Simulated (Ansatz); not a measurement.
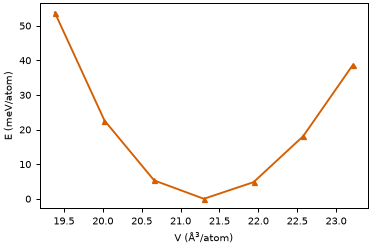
Figure. SiGe (wurtzite, P6_3mc) under volume change, plane-wave PAW r²SCAN (Ansatz code), shape and atoms relaxed at each volume.

Q: What does a third-order Birch–Murnaghan fit give for V₀, B₀ and B′?

A: V₀ = 21.30 Å³/atom, B₀ = 84.1 GPa, B′ = 4.5.

The workflow started from a Materials Project entry (that database holds measured and hypothetical structures alike); the Crystallography Open Database copy checked does not list it. Whether it is the stable phase at ambient conditions was not checked. Symmetry was held in the r²SCAN relaxation; whether a distortion lowers the energy is not shown.

Potentials: the later of the program's two PAW sets.
